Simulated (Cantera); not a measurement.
Charge: 1 mol Si3H8, 0.28 mol Cl2, 120 mol H2, held at 5.10 Torr.

These are equilibrium values from Cantera (NASA tables, ideal gas, pure condensed phases), not measurements of a reactor. Candidate condensed phases: Si; 19 gas species. The feed counts by its element totals alone. Gases not in the tables: Si2H6 and higher silanes. The numbers say what is thermodynamically allowed, not how fast it happens.

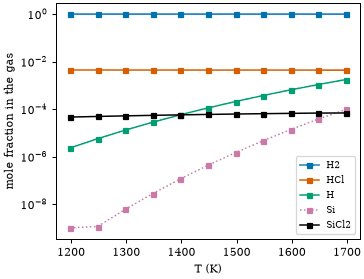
Fig. 1. Equilibrium gas composition (values under 1e-9 drawn at 1e-9)

From 1198 K to 1648 K the condensed part is Si(s). At 1698 K the condensed part is Si(l). The main Si-bearing gas is SiCl2 at 1198 K and Si at 1698 K.
